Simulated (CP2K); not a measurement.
**One shape, several levels: singlet OF−**

Aim: a comparison of 4 runs (HF/3-21G, AM1, PM3, PM6) of singlet OF−. 

The calculation is run with CP2K 2026.2.

2 further runs of the same task are left out: 2 that didn't finish.

## Step 1: The structure to begin with

OF−: 2 atoms, total charge -1, spin state singlet. As SMILES of the parent species, `[O]F`. The shape is that of a PBE0-D4/def2-TZVP optimisation. That shape belongs to the parent species and isn't relaxed for this state.

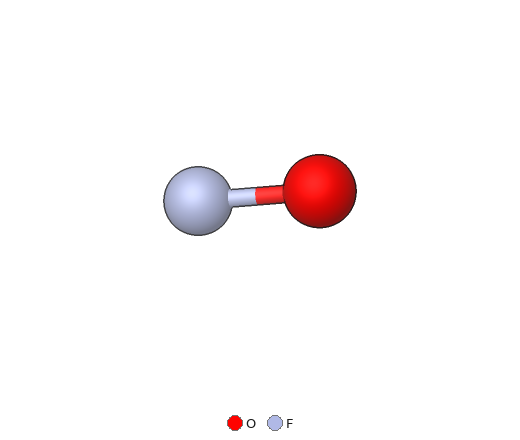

Viewed from a chosen angle; oxygen red, fluorine light blue.

## Step 2: A single-point energy at HF/3-21G (run 1)

Input file molecule.xyz:

```xyz
2

O      0.000000     0.000000    -0.015950
F      0.000000     0.000000     1.314400
```

Input file mol.inp:

```
&GLOBAL
    PROJECT_NAME mol
    RUN_TYPE ENERGY
    PRINT_LEVEL MEDIUM
&END GLOBAL
&FORCE_EVAL
    METHOD QUICKSTEP
    &DFT
        BASIS_SET_FILE_NAME ./3_21g.basis
        POTENTIAL_FILE_NAME POTENTIAL
        CHARGE -1
        MULTIPLICITY 1
        &QS
            METHOD GAPW
            EPS_DEFAULT 1.0E-10
        &END QS
        &MGRID
            CUTOFF 280
            REL_CUTOFF 50
            NGRIDS 4
        &END MGRID
        &POISSON
            PERIODIC NONE
            POISSON_SOLVER WAVELET
        &END POISSON
        &SCF
            SCF_GUESS ATOMIC
            EPS_SCF 1.0E-07
            MAX_SCF 150
            ADDED_MOS 5
            &DIAGONALIZATION
                ALGORITHM STANDARD
            &END DIAGONALIZATION
            &MIXING
                METHOD DIRECT_P_MIXING
                ALPHA 0.4
            &END MIXING
        &END SCF
        &XC
            &XC_FUNCTIONAL NONE
            &END XC_FUNCTIONAL
            &HF
                FRACTION 1
                &SCREENING
                    EPS_SCHWARZ 1.0E-10
                    SCREEN_ON_INITIAL_P F
                &END SCREENING
                &INTERACTION_POTENTIAL
                    POTENTIAL_TYPE COULOMB
                &END INTERACTION_POTENTIAL
                &MEMORY
                    MAX_MEMORY 1050
                &END MEMORY
            &END HF
        &END XC
        &PRINT
            &MOMENTS
                PERIODIC F
                REFERENCE COM
                MAX_MOMENT 1
            &END MOMENTS
            &MO ON
                ENERGIES T
                OCCUPATION_NUMBERS T
                NDIGITS 6
                &EACH
                    QS_SCF 0
                &END EACH
                ADD_LAST NUMERIC
            &END MO
            &LOWDIN ON
            &END LOWDIN
            &HIRSHFELD OFF
            &END HIRSHFELD
        &END PRINT
    &END DFT
    &SUBSYS
        &CELL
            ABC [angstrom] 11.3 11.3 11.3
            PERIODIC NONE
        &END CELL
        &TOPOLOGY
            COORD_FILE_NAME molecule.xyz
            COORD_FILE_FORMAT XYZ
            &CENTER_COORDINATES
            &END CENTER_COORDINATES
        &END TOPOLOGY
        &KIND O
            BASIS_SET 3-21G
            POTENTIAL ALL
            LEBEDEV_GRID 194
            RADIAL_GRID 100
        &END KIND
        &KIND F
            BASIS_SET 3-21G
            POTENTIAL ALL
            LEBEDEV_GRID 194
            RADIAL_GRID 100
        &END KIND
    &END SUBSYS
&END FORCE_EVAL
```

Started as:

```
$ OMP_NUM_THREADS=1 cp2k.psmp -i mol.inp > mol.out 2>&1
```

Log:

```text
CP2K| version string:                                       CP2K version 2026.2
[...]
 GLOBAL| Method name                                                        CP2K
[...]
 GLOBAL| Run type                                                         ENERGY
[...]
 DFT| Spin restricted Kohn-Sham (RKS) calculation                            RKS
 DFT| Multiplicity                                                             1
[...]
 DFT| Charge                                                                  -1
[...]
 QS| Method:                                                                GAPW
[...]
 QS| Density cutoff [a.u.]:                                                140.0
[...]
 QS| Relative density cutoff [a.u.]:                                        25.0
[...]
                             - Atoms:                                          2
[...]
                             - Spherical basis functions:                     18
[...]
 Number of electrons:                                                         18
[...]
     1 P_Mix/Diag. 0.40E+00    0.9     0.47396319      -178.8169103047 -1.79E+02
[...]
    15 DIIS/Diag.  0.19E-06    0.5     0.00000005      -173.1589459420 -3.98E-13
  *** SCF run converged in    15 steps ***
[...]
  Overlap energy of the core charge distribution:               0.00000000000077
  Self energy of the core charge distribution:               -177.47350991266671
  Core Hamiltonian energy:                                     -9.84528253887713
  Hartree energy:                                              26.81469202842574
  Exchange-correlation energy:                                  0.00000000000000
  Hartree-Fock Exchange energy:                               -18.67977467445929
[...]
                     Mulliken Population Analysis
 #  Atom  Element  Kind  Atomic population                           Net charge
       1     O        1          8.575826                             -0.575826
       2     F        2          9.424174                             -0.424174
 # Total charge                             18.000000                 -1.000000
[...]
  Dipole moment [Debye]
    X=  0.1417863E-10 Y=  0.1417965E-10 Z=  0.1374600E+01  Total=      1.3745996
 ENERGY| Total FORCE_EVAL ( QS ) energy [hartree]           -173.158945941970245
[...]
```

It took 9 s on 1 thread of Arm Neoverse V2, shared host; peak memory 0.69 GiB.

## Step 3: A single-point energy at AM1 (run 2)

molecule.xyz is that of step 2.

Input file qs.inp:

```
&global
    project qs
    run_type ENERGY
    print_level MEDIUM
&end

&force_eval
    method QUICKSTEP
    &dft
        charge -1
        ! Quickstep
        &qs
            method AM1
            eps_default 1.0E-10
            &se
                &coulomb
                    cutoff [angstrom] 50
                    rc_range [angstrom] 0
                &end
                &exchange
                    cutoff [angstrom] 50
                    rc_range [angstrom] 0
                &end
            &end
        &end
        ! no periodic images
        &poisson
            periodic NONE
            poisson_solver ANALYTIC
        &end
        ! self-consistent field
        &scf
            scf_guess ATOMIC
            eps_scf 1.0E-06
            max_scf 150
            added_mos 4
            &diagonalization
                algorithm STANDARD
            &end
            &mixing
                method DIRECT_P_MIXING
                alpha 0.4
            &end
        &end
        &print
            &moments
                periodic F
                reference COM
                max_moment 1
            &end
            &mo ON
                energies T
                occupation_numbers T
                ndigits 6
                &each
                    qs_scf 0
                &end
                add_last NUMERIC
            &end
            &hirshfeld OFF
            &end
        &end
    &end
    ! atoms, cell and kinds
    &subsys
        ! box in angstrom
        &cell
            abc 12 12 13.3
            periodic NONE
        &end
        &topology
            coord_file_name molecule.xyz
            coord_file_format XYZ
            &center_coordinates
            &end
        &end
    &end
&end
```

Started as:

```
$ OMP_NUM_THREADS=1 cp2k.psmp -i qs.inp -o qs.out
```

Log:

```text
CP2K| version string:                                       CP2K version 2026.2
[...]
 GLOBAL| Method name                                                        CP2K
[...]
 GLOBAL| Run type                                                         ENERGY
[...]
 *** WARNING in qs_environment.F:2210 :: More added MOs requested than     ***
 *** available. The full set of unoccupied MOs will be used. Use           ***
 *** 'ADDED_MOS -1' to always use all available MOs and to get rid of this ***
[...]
                             - Atoms:                                          2
[...]
                             - Spherical basis functions:                      8
[...]
 Number of electrons:                                                         14
[...]
     1 P_Mix/Diag. 0.40E+00    0.0     0.95437284       -28.2453352007 -2.82E+01
[...]
    12 DIIS/Diag.  0.13E-08    0.0     2.4215E-09       -29.4817891722 -6.46E-11
  *** SCF run converged in    12 steps ***
  Core-core repulsion energy [eV]:                            387.50469354491162
  Core Hamiltonian energy [eV]:                             -1403.43338511553657
  Two-electron integral energy [eV]:                          427.37681925315684
  Electronic energy [eV]:                                   -1189.74497548895829
  Total energy [eV]:                                         -802.24028194404650
  Atomic reference energy [eV]:                               801.79197334394667
  Heat of formation [kcal/mol]:                               -10.33824273515151
[...]
 SE_DIPOLE| Moment [Debye]         -0.00000000       0.00000000      -2.26335999
 SE_DIPOLE| Derivative [a.u.]       0.00000000       0.00000000       0.00000000
 ENERGY| Total FORCE_EVAL ( QS ) energy [hartree]            -29.481789172245836
[...]
```

Wall time 0.22 s (1 thread of Arm Neoverse V2, shared host).

Run 3 isn't shown in full; the table further down has it.

## Step 4: The energy at PM6 (run 4)

Input file qs.inp:

```
&GLOBAL
  PROJECT_NAME qs
  RUN_TYPE ENERGY
  PRINT_LEVEL MEDIUM
&END GLOBAL
&FORCE_EVAL
  METHOD QUICKSTEP
  &DFT
    CHARGE -1
    MULTIPLICITY 1
    &QS
      METHOD PM6
      EPS_DEFAULT 1.0E-10
      &SE
        &COULOMB
          CUTOFF [angstrom] 50
          RC_RANGE [angstrom] 0
        &END COULOMB
        &EXCHANGE
          CUTOFF [angstrom] 50
          RC_RANGE [angstrom] 0
        &END EXCHANGE
      &END SE
    &END QS
    &POISSON
      PERIODIC NONE
      POISSON_SOLVER ANALYTIC
    &END POISSON
    &SCF
      SCF_GUESS ATOMIC
      EPS_SCF 1.0E-06
      MAX_SCF 100
      &DIAGONALIZATION
        ALGORITHM STANDARD
      &END DIAGONALIZATION
      &MIXING
        METHOD DIRECT_P_MIXING
        ALPHA 0.4
      &END MIXING
    &END SCF
    &PRINT
      &MOMENTS
        PERIODIC F
        REFERENCE COM
        MAX_MOMENT 1
      &END MOMENTS
      &MO ON
        ENERGIES T
        OCCUPATION_NUMBERS T
        NDIGITS 6
        &EACH
          QS_SCF 0
        &END EACH
        ADD_LAST NUMERIC
      &END MO
      &HIRSHFELD OFF
      &END HIRSHFELD
    &END PRINT
  &END DFT
  &SUBSYS
    &CELL
      ABC [angstrom] 16 16 17.3
      PERIODIC NONE
    &END CELL
    &COORD
      O      0.000000     0.000000    -0.015950
      F      0.000000     0.000000     1.314400
    &END COORD
    &TOPOLOGY
      &CENTER_COORDINATES
      &END CENTER_COORDINATES
    &END TOPOLOGY
  &END SUBSYS
&END FORCE_EVAL
```

Started as:

```
$ OMP_NUM_THREADS=1 cp2k.psmp -i qs.inp -o qs.out
```

Log:

```text
CP2K| version string:                                       CP2K version 2026.2
[...]
 GLOBAL| Method name                                                        CP2K
[...]
 GLOBAL| Run type                                                         ENERGY
[...]
                             - Atoms:                                          2
[...]
                             - Spherical basis functions:                      8
[...]
 Number of electrons:                                                         14
[...]
     1 P_Mix/Diag. 0.40E+00    0.0     0.95396100       -26.9702710892 -2.70E+01
[...]
    12 DIIS/Diag.  0.20E-08    0.0     2.8009E-09       -27.8874388237 -1.79E-08
  *** SCF run converged in    12 steps ***
  Core-core repulsion energy [eV]:                            343.51263715103534
  Core Hamiltonian energy [eV]:                             -1322.99723891895883
  Two-electron integral energy [eV]:                          441.25759832031594
  Electronic energy [eV]:                                   -1102.36843975880083
  Total energy [eV]:                                         -758.85580260776567
  Atomic reference energy [eV]:                               758.68667234394661
  Heat of formation [kcal/mol]:                                -3.90023684763453
[...]
 SE_DIPOLE| Moment [Debye]          0.00000000      -0.00000000      -2.98965353
 SE_DIPOLE| Derivative [a.u.]       0.00000000       0.00000000       0.00000000
 ENERGY| Total FORCE_EVAL ( QS ) energy [hartree]            -27.887438823693905
[...]
```

Run time: 0.22 s. Hardware: 1 thread of Arm Neoverse V2, shared host.

## Step 5: The series

| run | level | scheme | SCF convergence threshold | energy (Eh) | HOMO energy (eV) | wall time |
| --- | --- | --- | --- | --- | --- | --- |
| 1 | HF/3-21G | GAPW | 1e-07 | -173.158946 | -0.78 | 9 s |
| 2 | AM1 | – | 1e-06 | -29.481789 | -1.64 | 0.22 s |
| 3 | PM3 | – | 1e-07 | -26.881133 | – | 0.28 s |
| 4 | PM6 | – | 1e-06 | -27.887439 | -1.94 | 0.22 s |

## Step 6: What came out

| quantity | value |
| --- | --- |
| run 4: total energy | -27.88744 Eh |
| run 4: HOMO energy | -1.94 eV |
| run 4: heat of formation | -3.9 kcal/mol |

In words: Force-field and semi-empirical energies have zeros of their own, so their totals don't compare. All runs together took 9.7 s, the longest 9 s.
